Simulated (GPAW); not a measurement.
Consider CSO (R3m).

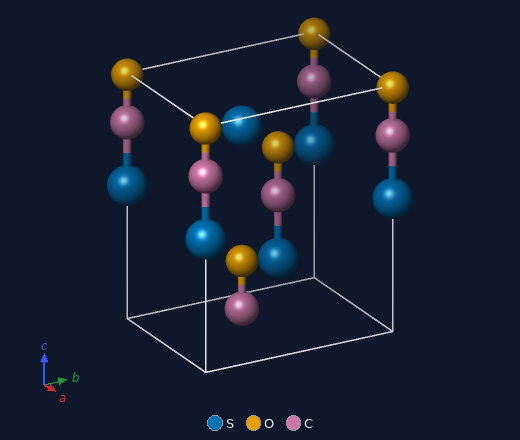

The structure (sulfur blue, oxygen orange, carbon pink). Bonds to atoms that aren't drawn are left out. Some periodic images of atoms are drawn too.

```cif
data_structure
_symmetry_space_group_name_H-M 'P 1'
_symmetry_Int_Tables_number 1
_cell_length_a 4.3083
_cell_length_b 4.3083
_cell_length_c 4.3083
_cell_angle_alpha 99.736
_cell_angle_beta 99.736
_cell_angle_gamma 99.736
_cell_volume 76.06
loop_
_atom_site_label
_atom_site_type_symbol
_atom_site_fract_x
_atom_site_fract_y
_atom_site_fract_z
_atom_site_occupancy
S1 S 0.54100 0.54100 0.54100 1
O2 O 0.99149 0.99149 0.99149 1
C3 C 0.79770 0.79770 0.79770 1
```

Absorber: atom 2, with 1 C at 1.18 Å (terminal, site symmetry 3m). Method: GPAW, LDA, full core hole (charged cell), 12-atom cell with 6.6 Å between holes, 4×4×4 k points, dipole transitions, Gaussian full width 0.9 eV up to 4 eV, rising linearly to 3.5 eV at 25 eV.

Q: Where do the maxima of the O K edge fall?

Main maxima up to 24 eV above the zero (height): 0.0 eV (6.45), 2.7 eV (1.83), 7.8 eV (1.00), 10.5 eV (1.21) and 14.3 eV (1.25). A K edge sees empty p states on the absorber. The total-energy difference plus the lowest empty eigenvalue puts the zero at 536.59 eV. One term is added: -8.83 eV, since the hole is spin-paired here and a spin-polarised one costs that much less in the free atom (computed apart). The photon energy is then 527.76 eV. The functional and the charged cell's background leave an error in such absolute values: in the free atom LDA prices this hole 4.1 eV below PBE (computed apart), and PBE is itself good to a few eV.

The O K spectrum (energy from the lowest empty level; intensity scaled to a mean of 1 over the first 20 eV; polarised curves are means over the symmetry-equivalent atoms):

| E (eV) | isotropic | ε ⊥ c | ε ∥ c |
| --- | --- | --- | --- |
| -2.0 | 0.00 | 0.00 | 0.00 |
| -0.5 | 2.48 | 3.72 | 0.00 |
| 1.0 | 0.26 | 0.39 | 0.00 |
| 2.5 | 1.65 | 0.01 | 4.92 |
| 4.0 | 0.29 | 0.08 | 0.72 |
| 5.5 | 0.39 | 0.13 | 0.91 |
| 7.0 | 0.73 | 0.64 | 0.90 |
| 8.5 | 0.89 | 0.39 | 1.88 |
| 10.0 | 1.15 | 0.77 | 1.92 |
| 11.5 | 1.12 | 0.81 | 1.76 |
| 13.0 | 1.10 | 0.82 | 1.66 |
| 14.5 | 1.25 | 0.89 | 1.97 |
| 16.0 | 1.08 | 0.75 | 1.74 |
| 17.5 | 1.06 | 0.77 | 1.64 |
| 19.0 | 0.83 | 0.62 | 1.25 |
| 20.5 | 0.78 | 0.61 | 1.14 |
| 22.0 | 0.87 | 0.74 | 1.11 |
| 23.5 | 0.91 | 0.80 | 1.11 |
| 25.0 | 0.88 | 0.82 | 0.99 |
| 26.5 | 0.86 | 0.83 | 0.91 |
| 28.0 | 0.92 | 0.87 | 1.03 |
| 29.5 | 1.02 | 0.94 | 1.19 |
| 31.0 | 0.95 | 0.89 | 1.08 |

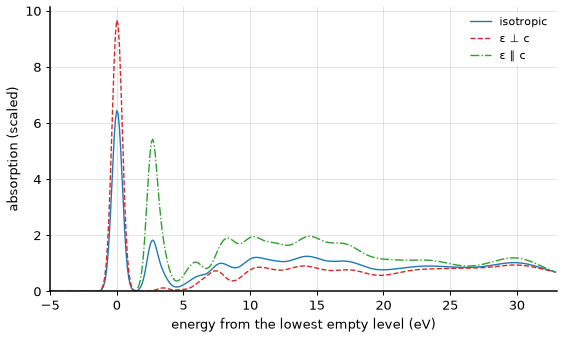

The O K edge.

The mesh is coarse (0.30 Å⁻¹ between points), so small maxima may be mesh ripples. The structure is a computed Materials Project entry and may be a hypothetical form.

[Banner, clock and machine lines of the logs are left out without a mark of their own.]

[Logs are printed without paths, hosts, clocks, repeated set-up lines and the standing remarks that a program may print on its own settings, such as how far it seeks lower states.]

[Hosts, paths, dates, database ids (printed as entryN), source tags and the programs' standing remarks are cut or masked in the printed files.]

[Lists of maxima count a maximum above −3 eV only where it reaches 4 % of the highest in the window and stands out from its surroundings by 2 % of it (1.5 % where it reaches 55 %); shoulders and weaker maxima are passed over, and of the rest the first, up to two pre-edge ones and the few strongest are named.]
